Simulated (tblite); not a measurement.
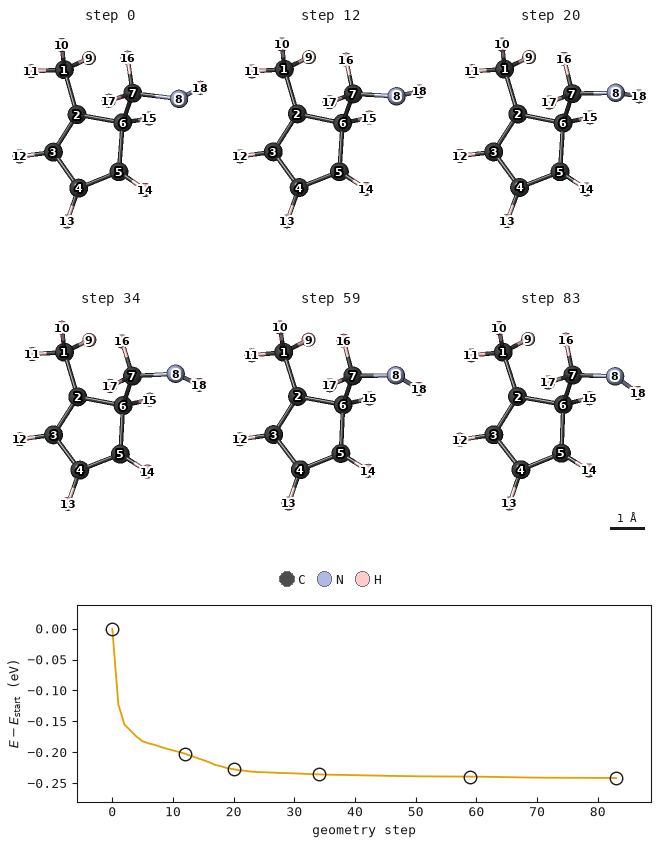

Frames of a relaxation of C7H10N (multiplicity 2), marked on the history of the run. Style: ball-and-stick. Shown at a tilt.

Method: GFN2-xTB geometry optimisation, gas phase (tblite). 

Question: What happens along the run?

Answer: The energy falls by 0.241 eV in 83 geometry steps. The atom that moves furthest after the best rigid fit is H18 (0.69 Å). By element the largest moves are H 0.69 Å, N 0.20 Å, C 0.09 Å. Near-neighbour distances that change, for instance: C7–N8 1.478 → 1.385 Å, C2–C3 1.323 → 1.343 Å, C1–H11 1.106 → 1.087 Å, C3–H12 1.090 → 1.076 Å. Bond angles that change, for instance: C6–C7–N8 112.6° → 118.8°, C7–N8–H18 108.0° → 113.0°, H16–C7–H17 106.4° → 103.7°. Groups turn about C7–N8 by about 55°. From step 0 to 12: N and H atoms move most (0.11 Å), energy −0.202 eV. From step 12 to 20: H18 moves most (0.15 Å), energy −0.025 eV. From step 20 to 34: H18 moves most (0.18 Å), energy −0.008 eV. From step 34 to 59: H18 moves most (0.13 Å), energy −0.004 eV. From step 59 to 83: H18 moves most (0.15 Å), energy −0.002 eV.

```tsv
step	E − E(0), eV
0	0.0000
1	-0.1227
2	-0.1551
3	-0.1650
4	-0.1748
5	-0.1823
6	-0.1856
7	-0.1880
8	-0.1913
9	-0.1943
10	-0.1969
14	-0.2094
18	-0.2228
22	-0.2301
25	-0.2323
29	-0.2337
33	-0.2354
37	-0.2365
41	-0.2372
45	-0.2380
48	-0.2385
52	-0.2389
56	-0.2392
60	-0.2394
64	-0.2400
68	-0.2407
71	-0.2410
75	-0.2412
79	-0.2414
83	-0.2415
```
